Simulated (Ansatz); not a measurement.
# C2H5AlO (SMILES [CH3][Al]1[CH2][O]1), step by step, part 2 of 2

Ansatz 0.2.0.

### 4 A structure relaxation at B3LYP/6-31G(d) (Cartesian functions, start density atoms) (run 13)

Input file molecule.yaml:

```yaml
crystal:
  periodic: [false, false, false]
  atoms:
    - {symbol: C, position_ang: [-0.670900, 1.320200, -1.081500]}
    - {symbol: Al, position_ang: [0.051300, -0.076700, 0.044200]}
    - {symbol: C, position_ang: [0.678700, -1.280200, 1.349300]}
    - {symbol: O, position_ang: [0.789300, -1.609500, -0.097900]}
    - {symbol: H, position_ang: [0.039700, 1.575000, -1.872100]}
    - {symbol: H, position_ang: [-0.900200, 2.226000, -0.517500]}
    - {symbol: H, position_ang: [-1.591200, 0.976800, -1.562100]}
    - {symbol: H, position_ang: [0.038500, -1.980500, 1.887700]}
    - {symbol: H, position_ang: [1.653200, -1.197400, 1.832800]}
basis:
  gaussian: {orbitals: "6-31G*"}
hamiltonian: {xc: {name: B3LYP}}
relax: {f_tol: 0.002}
output: {orbitals: {seedname: orbitals}}
```

Launch:

```
$ ansatz run molecule.yaml --threads 1 --pin off --max-ram 3480MiB --events-out events.jsonl --progress --plain --runs-dir runs
```

What it wrote:

```text
Warning: RAYON_NUM_THREADS=1 ignored (pool sized by the plan → 1); use --threads N
The last accepted step is kept in runs//last_step.txt (removed where the run ends without a failure and the disk answers)
Functional definition: B3LYP
  name "B3LYP"
  parameter a0 = 0.2
  parameter ax = 0.72
  parameter ac = 0.81
  exchange = (1 - a0 - ax)*slater_x + ax*b88_x + a0*exact_x
  correlation = (1 - ac)*vwn_rpa_c + ac*lyp_c
802 factors; integrals over basis functions are off by at most 3.9e-4 eV
mean field evaluation 1: about -10787.7072 eV, gradient 7.1e1 eV
mean field evaluation 2: about -10735.2028 eV, gradient 1.6e2 eV
mean field evaluation 4: about -10798.8016 eV, gradient 7.9e0 eV
mean field evaluation 8: about -10798.9535 eV, gradient 2.8e-1 eV
mean field evaluation 16: about -10798.9537 eV, gradient 1.1e-5 eV
mean field -10798.95374469 eV, -396.8542303237 hartree, gradient 1.1e-5 eV, S^2 0.000000; 0 other end points of the search recorded, 0 dependent functions left out
the calculation of the forces begins
reference -10798.95397895 eV, -396.8542389327 hartree; 19, 19 occupied and 55, 55 virtual orbitals, 802 factors
relax step   1: F+E_penalty+E_count = -10798.95374469 eV  Δ(F+E_penalty+E_count) = +0.000e0 eV  max|allowed force component| = 5.203e-1 eV/Å  Δτ_max = 0.0000 Å  (26 SCF iters, accepted)
these checks for a lower state are left out or cut short: starts, cluster_reference, orbital_swaps, neighbouring_geometries, increment
802 factors; integrals over basis functions are off by at most 3.9e-4 eV
mean field -10798.96484452 eV, -396.8546382347 hartree, gradient 6.2e-5 eV, S^2 0.000000; 0 other end points of the search recorded, 0 dependent functions left out
the calculation of the forces begins
reference -10798.96507869 eV, -396.8546468405 hartree; 19, 19 occupied and 55, 55 virtual orbitals, 802 factors
relax step   2: F+E_penalty+E_count = -10798.96484452 eV  Δ(F+E_penalty+E_count) = -1.110e-2 eV  max|allowed force component| = 3.024e-1 eV/Å  Δτ_max = 0.0184 Å  (27 SCF iters, accepted)
these checks for a lower state are left out or cut short: starts, cluster_reference, orbital_swaps, neighbouring_geometries, increment
802 factors; integrals over basis functions are off by at most 3.9e-4 eV
mean field -10798.96849557 eV, -396.8547724084 hartree, gradient 6.3e-5 eV, S^2 0.000000; 0 other end points of the search recorded, 0 dependent functions left out
the calculation of the forces begins
reference -10798.96872977 eV, -396.8547810150 hartree; 19, 19 occupied and 55, 55 virtual orbitals, 802 factors
relax step   3: F+E_penalty+E_count = -10798.96849557 eV  Δ(F+E_penalty+E_count) = -3.651e-3 eV  max|allowed force component| = 2.440e-2 eV/Å  Δτ_max = 0.0110 Å  (27 SCF iters, accepted)
[... from here on, the SCF cycles and remarks between the steps are left out ...]
relax step   4: F+E_penalty+E_count = -10798.96857254 eV  Δ(F+E_penalty+E_count) = -7.697e-5 eV  max|allowed force component| = 1.400e-2 eV/Å  Δτ_max = 0.0031 Å  (23 SCF iters, accepted)
relax step   5: F+E_penalty+E_count = -10798.96859643 eV  Δ(F+E_penalty+E_count) = -2.389e-5 eV  max|allowed force component| = 9.894e-3 eV/Å  Δτ_max = 0.0029 Å  (23 SCF iters, accepted)
relax step   6: F+E_penalty+E_count = -10798.96861322 eV  Δ(F+E_penalty+E_count) = -1.678e-5 eV  max|allowed force component| = 9.348e-3 eV/Å  Δτ_max = 0.0029 Å  (22 SCF iters, accepted)
relax step   7: F+E_penalty+E_count = -10798.96862046 eV  Δ(F+E_penalty+E_count) = -7.241e-6 eV  max|allowed force component| = 2.966e-3 eV/Å  Δτ_max = 0.0031 Å  (23 SCF iters, accepted)
relax step   8: F+E_penalty+E_count = -10798.96862863 eV  Δ(F+E_penalty+E_count) = -8.177e-6 eV  max|allowed force component| = 7.376e-3 eV/Å  Δτ_max = 0.0066 Å  (24 SCF iters, accepted)
relax step   9: F+E_penalty+E_count = -10798.96864191 eV  Δ(F+E_penalty+E_count) = -1.327e-5 eV  max|allowed force component| = 1.566e-2 eV/Å  Δτ_max = 0.0135 Å  (27 SCF iters, accepted)
relax step  10: F+E_penalty+E_count = -10798.96865093 eV  Δ(F+E_penalty+E_count) = -9.020e-6 eV  max|allowed force component| = 2.466e-2 eV/Å  Δτ_max = 0.0266 Å  (26 SCF iters, accepted)
relax step  11: F+E_penalty+E_count = -10798.96867694 eV  Δ(F+E_penalty+E_count) = -2.601e-5 eV  max|allowed force component| = 1.586e-2 eV/Å  Δτ_max = 0.0031 Å  (23 SCF iters, accepted)
relax step  12: F+E_penalty+E_count = -10798.96872327 eV  Δ(F+E_penalty+E_count) = -4.633e-5 eV  max|allowed force component| = 7.727e-3 eV/Å  Δτ_max = 0.0130 Å  (26 SCF iters, accepted)
relax step  13: F+E_penalty+E_count = -10798.96876202 eV  Δ(F+E_penalty+E_count) = -3.875e-5 eV  max|allowed force component| = 3.186e-2 eV/Å  Δτ_max = 0.0433 Å  (25 SCF iters, accepted)
relax step  14: F+E_penalty+E_count = -10798.96880684 eV  Δ(F+E_penalty+E_count) = -4.481e-5 eV  max|allowed force component| = 1.755e-2 eV/Å  Δτ_max = 0.0048 Å  (23 SCF iters, accepted)
relax step  15: F+E_penalty+E_count = -10798.96885117 eV  Δ(F+E_penalty+E_count) = -4.434e-5 eV  max|allowed force component| = 9.262e-3 eV/Å  Δτ_max = 0.0105 Å  (24 SCF iters, accepted)
relax step  16: F+E_penalty+E_count = -10798.96889537 eV  Δ(F+E_penalty+E_count) = -4.420e-5 eV  max|allowed force component| = 3.201e-2 eV/Å  Δτ_max = 0.0529 Å  (25 SCF iters, accepted)
relax step  17: F+E_penalty+E_count = -10798.96896878 eV  Δ(F+E_penalty+E_count) = -7.340e-5 eV  max|allowed force component| = 1.640e-2 eV/Å  Δτ_max = 0.0047 Å  (24 SCF iters, accepted)
relax step  18: F+E_penalty+E_count = -10798.96903673 eV  Δ(F+E_penalty+E_count) = -6.796e-5 eV  max|allowed force component| = 1.238e-2 eV/Å  Δτ_max = 0.0289 Å  (26 SCF iters, accepted)
relax step  19: F+E_penalty+E_count = -10798.96905355 eV  Δ(F+E_penalty+E_count) = -1.682e-5 eV  max|allowed force component| = 2.909e-2 eV/Å  Δτ_max = 0.0332 Å  (26 SCF iters, accepted)
relax step  20: F+E_penalty+E_count = -10798.96910972 eV  Δ(F+E_penalty+E_count) = -5.617e-5 eV  max|allowed force component| = 1.461e-2 eV/Å  Δτ_max = 0.0012 Å  (20 SCF iters, accepted)
relax step  21: F+E_penalty+E_count = -10798.96911917 eV  Δ(F+E_penalty+E_count) = -9.451e-6 eV  max|allowed force component| = 1.506e-2 eV/Å  Δτ_max = 0.0031 Å  (23 SCF iters, accepted)
relax step  22: F+E_penalty+E_count = -10798.96915935 eV  Δ(F+E_penalty+E_count) = -4.018e-5 eV  max|allowed force component| = 2.436e-3 eV/Å  Δτ_max = 0.0119 Å  (27 SCF iters, accepted)
relax step  23: F+E_penalty+E_count = -10798.96919683 eV  Δ(F+E_penalty+E_count) = -3.748e-5 eV  max|allowed force component| = 2.265e-2 eV/Å  Δτ_max = 0.0415 Å  (25 SCF iters, accepted)
relax step  24: F+E_penalty+E_count = -10798.96924257 eV  Δ(F+E_penalty+E_count) = -4.574e-5 eV  max|allowed force component| = 9.671e-3 eV/Å  Δτ_max = 0.0047 Å  (25 SCF iters, accepted)
relax step  25: F+E_penalty+E_count = -10798.96928735 eV  Δ(F+E_penalty+E_count) = -4.478e-5 eV  max|allowed force component| = 1.040e-2 eV/Å  Δτ_max = 0.0214 Å  (27 SCF iters, accepted)
relax step  26: F+E_penalty+E_count = -10798.96929661 eV  Δ(F+E_penalty+E_count) = -9.265e-6 eV  max|allowed force component| = 2.694e-2 eV/Å  Δτ_max = 0.0436 Å  (25 SCF iters, accepted)
relax step  27: F+E_penalty+E_count = -10798.96934413 eV  Δ(F+E_penalty+E_count) = -4.751e-5 eV  max|allowed force component| = 1.278e-2 eV/Å  Δτ_max = 0.0043 Å  (24 SCF iters, accepted)
relax step  28: F+E_penalty+E_count = -10798.96936520 eV  Δ(F+E_penalty+E_count) = -2.107e-5 eV  max|allowed force component| = 1.181e-2 eV/Å  Δτ_max = 0.0141 Å  (27 SCF iters, accepted)
relax step  29: F+E_penalty+E_count = -10798.96935932 eV  Δ(F+E_penalty+E_count) = +5.878e-6 eV  max|allowed force component| = 2.663e-2 eV/Å  Δτ_max = 0.0443 Å  (25 SCF iters, rejected (line search))
relax step  30: F+E_penalty+E_count = -10798.96938829 eV  Δ(F+E_penalty+E_count) = -2.309e-5 eV  max|allowed force component| = 7.593e-3 eV/Å  Δτ_max = 0.0221 Å  (26 SCF iters, accepted)
relax step  31: F+E_penalty+E_count = -10798.96938569 eV  Δ(F+E_penalty+E_count) = +2.601e-6 eV  max|allowed force component| = 2.033e-2 eV/Å  Δτ_max = 0.0285 Å  (25 SCF iters, rejected (line search))
relax step  32: F+E_penalty+E_count = -10798.96940321 eV  Δ(F+E_penalty+E_count) = -1.493e-5 eV  max|allowed force component| = 5.964e-3 eV/Å  Δτ_max = 0.0139 Å  (26 SCF iters, accepted)
relax step  33: F+E_penalty+E_count = -10798.96941007 eV  Δ(F+E_penalty+E_count) = -6.851e-6 eV  max|allowed force component| = 1.541e-2 eV/Å  Δτ_max = 0.0271 Å  (26 SCF iters, accepted)
relax step  34: F+E_penalty+E_count = -10798.96941862 eV  Δ(F+E_penalty+E_count) = -8.556e-6 eV  max|allowed force component| = 8.817e-3 eV/Å  Δτ_max = 0.0040 Å  (24 SCF iters, accepted)
relax step  35: F+E_penalty+E_count = -10798.96942443 eV  Δ(F+E_penalty+E_count) = -5.804e-6 eV  max|allowed force component| = 5.881e-3 eV/Å  Δτ_max = 0.0025 Å  (23 SCF iters, accepted)
relax step  36: F+E_penalty+E_count = -10798.96943081 eV  Δ(F+E_penalty+E_count) = -6.383e-6 eV  max|allowed force component| = 4.811e-3 eV/Å  Δτ_max = 0.0090 Å  (24 SCF iters, accepted)
relax step  37: F+E_penalty+E_count = -10798.96943323 eV  Δ(F+E_penalty+E_count) = -2.418e-6 eV  max|allowed force component| = 1.089e-2 eV/Å  Δτ_max = 0.0315 Å  (25 SCF iters, accepted)
relax step  38: F+E_penalty+E_count = -10798.96944174 eV  Δ(F+E_penalty+E_count) = -8.517e-6 eV  max|allowed force component| = 6.369e-3 eV/Å  Δτ_max = 0.0044 Å  (23 SCF iters, accepted)
relax step  39: F+E_penalty+E_count = -10798.96944436 eV  Δ(F+E_penalty+E_count) = -2.612e-6 eV  max|allowed force component| = 4.887e-3 eV/Å  Δτ_max = 0.0061 Å  (23 SCF iters, accepted)
relax step  40: F+E_penalty+E_count = -10798.96944762 eV  Δ(F+E_penalty+E_count) = -3.263e-6 eV  max|allowed force component| = 3.317e-3 eV/Å  Δτ_max = 0.0147 Å  (26 SCF iters, accepted)
relax step  41: F+E_penalty+E_count = -10798.96944832 eV  Δ(F+E_penalty+E_count) = -7.036e-7 eV  max|allowed force component| = 3.043e-3 eV/Å  Δτ_max = 0.0099 Å  (24 SCF iters, accepted)
these checks for a lower state are left out or cut short: starts, cluster_reference, orbital_swaps, neighbouring_geometries, increment
802 factors; integrals over basis functions are off by at most 4.2e-4 eV
mean field -10798.96944872 eV, -396.8548074360 hartree, gradient 1.8e-5 eV, S^2 0.000000; 0 other end points of the search recorded, 0 dependent functions left out
the calculation of the forces begins
reference -10798.96968372 eV, -396.8548160721 hartree; 19, 19 occupied and 55, 55 virtual orbitals, 802 factors
relax step  42: F+E_penalty+E_count = -10798.96944872 eV  Δ(F+E_penalty+E_count) = -3.966e-7 eV  max|allowed force component| = 1.851e-3 eV/Å  Δτ_max = 0.0001 Å  (18 SCF iters, accepted)
802 factors; integrals over basis functions are off by at most 4.2e-4 eV
mean field -10798.96944872 eV, -396.8548074360 hartree, gradient 1.8e-5 eV, S^2 0.000000; 1 other end points of the search recorded, 0 dependent functions left out
the calculation of the forces begins
reference -10798.96968372 eV, -396.8548160721 hartree; 19, 19 occupied and 55, 55 virtual orbitals, 802 factors
Total energy: -10798.96968372 eV, -396.8548160721 hartree
Atom 0 at    -0.697325     1.314538    -1.104498 Å, force    -0.000507     0.000855    -0.000663 eV/Å
Atom 1 at     0.048270    -0.072380     0.047677 Å, force     0.000704    -0.000603    -0.000319 eV/Å
Atom 2 at     0.621219    -1.336295     1.355819 Å, force     0.001256    -0.000856    -0.001200 eV/Å
Atom 3 at     1.206640    -1.350403    -0.026418 Å, force    -0.001609     0.000944     0.001851 eV/Å
Atom 4 at    -0.251964     1.273036    -2.104217 Å, force    -0.000508     0.000114     0.001050 eV/Å
Atom 5 at    -0.512565     2.311346    -0.687943 Å, force    -0.000241    -0.001096    -0.000531 eV/Å
Atom 6 at    -1.782249     1.197810    -1.207210 Å, force     0.001207     0.000184     0.000103 eV/Å
Atom 7 at     0.084333    -2.260058     1.587955 Å, force     0.000394     0.000704     0.000074 eV/Å
Atom 8 at     1.372040    -1.123894     2.121736 Å, force    -0.000696    -0.000245    -0.000366 eV/Å
Dipole moment:    -0.420455     0.503671    -0.057773 e Å
```

Wall time 1.7 min (1 thread of Arm Neoverse V2, shared host); peak memory 0.14 GiB.

Steps, from the record of the run:

```
step  energy from the first frame kept (eV)  largest force (eV/Å)
   1                                 0.0000                0.6281
   3                                -0.0148                0.0286
   5                                -0.0149                0.0132
   7                                -0.0149                0.0030
   9                                -0.0149                0.0157
  11                                -0.0149                0.0169
  13                                -0.0150                0.0339
  15                                -0.0151                0.0108
  17                                -0.0152                0.0234
  19                                -0.0153                0.0320
  21                                -0.0154                0.0206
  23                                -0.0155                0.0242
  25                                -0.0155                0.0110
  27                                -0.0156                0.0154
  29                                -0.0156                0.0275
  31                                -0.0156                0.0209
  33                                -0.0157                0.0159
  35                                -0.0157                0.0096
  37                                -0.0157                0.0153
  39                                -0.0157                0.0076
  41                                -0.0157                0.0037
  42                                -0.0157                0.0026
```

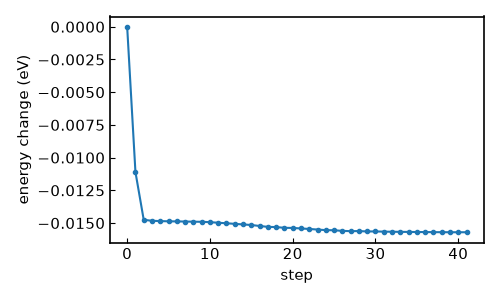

Energy along the run.

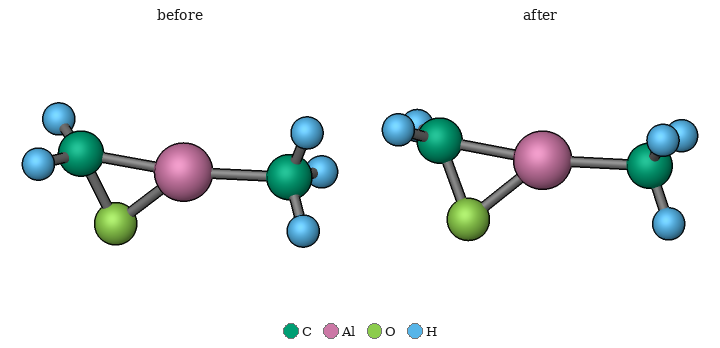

Before and after, at one scale.

After the run. Bond lengths: C1–Al2 1.951 Å, Al2–C3 1.907 Å, Al2–O4 1.726 Å, C3–O4 1.501 Å, C1–H5 1.095 Å, C1–H6 1.096 Å, C1–H7 1.096 Å, C3–H8 1.093 Å, C3–H9 1.093 Å. Some angles: C1–Al2–C3 172.3°, C1–Al2–O4 139.2°, C3–Al2–O4 48.5°, Al2–C3–O4 59.5°, Al2–O4–C3 72.1°, Al2–C1–H5 110.9°, Al2–C1–H6 111.0°, Al2–C1–H7 111.0°, Al2–C3–H8 123.9°, Al2–C3–H9 123.9°.

Runs 14 to 17 aren't shown in full; the table further down has their settings and results.

### 5 The harmonic vibrations at MP2/6-31G(d) (Cartesian functions, start density atoms) (run 18)

Input file run.yaml:

```yaml
crystal:
  periodic: [false, false, false]
  atoms:
    - symbol: C
      position_ang: [-0.692822, 1.314228, -1.102223]
    - symbol: Al
      position_ang: [0.073029, -0.085543, 0.014572]
    - symbol: C
      position_ang: [0.608394, -1.325042, 1.359285]
    - symbol: O
      position_ang: [1.217462, -1.383589, -0.033300]
    - symbol: H
      position_ang: [-0.265723, 1.292641, -2.108135]
    - symbol: H
      position_ang: [-0.505126, 2.302742, -0.673057]
    - symbol: H
      position_ang: [-1.776707, 1.195033, -1.189274]
    - symbol: H
      position_ang: [0.065334, -2.241523, 1.597070]
    - symbol: H
      position_ang: [1.364558, -1.115247, 2.117963]
basis:
  gaussian:
    orbitals: "6-31G*"
correlation:
  method: mp2
phonons:
  temperatures: {t_min: 298.15, t_max: 298.15, t_step: 1}
```

Launch:

```
$ ansatz run run.yaml --threads 1 --pin off --max-ram 3480MiB --events-out events.jsonl --progress --plain --runs-dir runs
```

What it wrote, cut to the lines that bear on the results:

```text
Warning: RAYON_NUM_THREADS=1 ignored (pool sized by the plan → 1); use --threads N
[... 2 set-up lines as earlier in the session ...]
[...]
803 factors; integrals over basis functions are off by at most 4.2e-4 eV
[...]
mean field -10758.66859587 eV, -395.3737784109 hartree, gradient 3.4e-6 eV, S^2 0.000000; 0 other end points of the search recorded, 0 dependent functions left out
8 core orbitals not correlated: weight in the atoms' cores, before any rotation towards them, 1.000 or more for the frozen orbitals, at most 0.000 for the correlated occupied ones
reference -10758.66859587 eV, -395.3737784109 hartree; 11, 11 occupied and 55, 55 virtual orbitals, 803 factors
second order -13.62735862 eV of doubles, -0.00000000 eV of singles
[...]
803 factors; integrals over basis functions are off by at most 4.2e-4 eV
[...]
Atom 1 at     0.073029    -0.085543     0.014572 Å, force    -0.000432     0.000449    -0.000046 eV/Å
Atom 2 at     0.608394    -1.325042     1.359285 Å, force     0.000410    -0.000486    -0.000299 eV/Å
Atom 3 at     1.217462    -1.383589    -0.033300 Å, force    -0.000014    -0.000386     0.000983 eV/Å
Atom 4 at    -0.265723     1.292641    -2.108135 Å, force    -0.000810     0.000169     0.001455 eV/Å
Atom 5 at    -0.505126     2.302742    -0.673057 Å, force    -0.000433    -0.001532    -0.000969 eV/Å
Atom 6 at    -1.776707     1.195033    -1.189274 Å, force     0.001764     0.000308    -0.000018 eV/Å
Atom 7 at     0.065334    -2.241523     1.597070 Å, force     0.000838     0.001009    -0.000028 eV/Å
Atom 8 at     1.364558    -1.115247     2.117963 Å, force    -0.000891    -0.000516    -0.000736 eV/Å
Dipole moment:    -0.431393     0.521989    -0.052672 e Å
Vibrations: 30.22 155.02 158.24 513.56 681.19 692.56 723.73 743.54 772.99 975.97 1120.88 1165.43 1314.22 1514.42 1515.20 1540.50 3108.71 3136.37 3200.92 3208.54 3210.40 cm⁻¹, zero-point energy 1.827690 eV
Checks for a lower state left out: cluster_reference
```

Wall time 80 s (1 thread of Arm Neoverse V2, shared host); peak memory 0.15 GiB.

### 6 All runs side by side

| run | level | task | walk f tol | partner | energy (Eh) | dipole moment (D) | wall time |
| --- | --- | --- | --- | --- | --- | --- | --- |
| 1 | HF/STO-3G (start density atoms) | optimise | 0.002 | base | -390.554632 | 3.35 | 4.2 s |
| 2 | HF/STO-3G (start density atoms) | frequencies | – | base | -390.554632 | 3.35 | 17 s |
| 3 | UHF/STO-3G (start density atoms) | energy | – | cation | -390.395896 | – | 0.44 s |
| 4 | UHF/STO-3G (start density atoms) | optimise | – | cation | -390.423175 | – | 6 s |
| 5 | HF/3-21G (start density atoms) | optimise | 0.002 | base | -393.226225 | 4.05 | 5.4 s |
| 6 | HF/3-21G (start density atoms) | frequencies | – | base | -393.226226 | 4.05 | 18 s |
| 7 | UHF/3-21G (start density atoms) | energy | – | cation | -392.957786 | – | 0.96 s |
| 8 | UHF/3-21G (start density atoms) | optimise | – | cation | -393.018121 | – | 14 s |
| 9 | HF/6-31G* (Cartesian functions, start density atoms) | optimise | 0.002 | base | -395.375643 | 3.65 | 62 s |
| 10 | HF/6-31G* (Cartesian functions, start density atoms) | frequencies | – | base | -395.375643 | 3.65 | 44 s |
| 11 | UHF/6-31G* (Cartesian functions, start density atoms) | energy | – | cation | -395.102658 | – | 1.6 s |
| 12 | UHF/6-31G* (Cartesian functions, start density atoms) | optimise | – | cation | -395.153024 | – | 30 s |
| 13 | B3LYP/6-31G* (Cartesian functions, start density atoms) | optimise | 0.002 | base | -396.854816 | 3.16 | 1.7 min |
| 14 | B3LYP/6-31G* (Cartesian functions, start density atoms) | frequencies | – | base | -396.854816 | 3.16 | 89 s |
| 15 | PBE/def2-SVP (start density atoms) | optimise | 0.002 | base | -396.329483 | 3.00 | 87 s |
| 16 | PBE/def2-SVP (start density atoms) | frequencies | – | base | -396.329483 | 3.00 | 62 s |
| 17 | MP2/6-31G* (Cartesian functions, start density atoms) | optimise | 0.002 | base | -395.874575 | 3.26 | 66 s |
| 18 | MP2/6-31G* (Cartesian functions, start density atoms) | frequencies | – | base | -395.874575 | 3.26 | 80 s |

### 7 What came out

This closing draws on all 2 parts.

| quantity | value |
| --- | --- |
| run 18, MP2/6-31G*: total energy | -395.87457 Eh |
| run 18, MP2/6-31G*: dipole moment (correlated density) | 3.26 D |
| run 18, MP2/6-31G*: correlation energy (8 core orbitals frozen) | -500.8 mEh |
| run 18, MP2/6-31G*: largest force on an atom | 0.002 eV/Å |
| run 18, MP2/6-31G*: lowest harmonic wavenumber | 30 cm⁻¹ |
| run 18, MP2/6-31G*: highest harmonic wavenumber | 3210 cm⁻¹ |
| run 18, MP2/6-31G*: zero-point energy | 176.3 kJ/mol |
| vertical ionisation energy (to the doublet cation), HF/STO-3G | 4.319 eV |
| vertical ionisation energy (to the doublet cation), HF/3-21G | 7.305 eV |
| vertical ionisation energy (to the doublet cation), HF/6-31G* | 7.428 eV |
| adiabatic ionisation energy (to the doublet cation, no zero-point term), HF/STO-3G | 3.577 eV |
| adiabatic ionisation energy (to the doublet cation, no zero-point term), HF/3-21G | 5.663 eV |
| adiabatic ionisation energy (to the doublet cation, no zero-point term), HF/6-31G* | 6.058 eV |

At HF/STO-3G: the vertical ionisation energy comes to 4.32 eV (417 kJ/mol). In a minimal basis such a difference can be off by several eV, whatever the method. At HF/3-21G: removing an electron at fixed nuclei costs 7.30 eV (168 kcal/mol). At HF/6-31G*: removing an electron at fixed nuclei costs 7.43 eV (171 kcal/mol). At HF/STO-3G: the adiabatic ionisation energy (to the doublet cation, no zero-point term) is 3.58 eV (82 kcal/mol). At HF/3-21G: the adiabatic ionisation energy (to the doublet cation, no zero-point term) is 5.66 eV (546 kJ/mol). Totals of different functionals can't be ranked against each other. In runs 1, 2, 3, 4 the basis is minimal, so the values are rough. All runs together took 11 min, the longest 1.7 min.
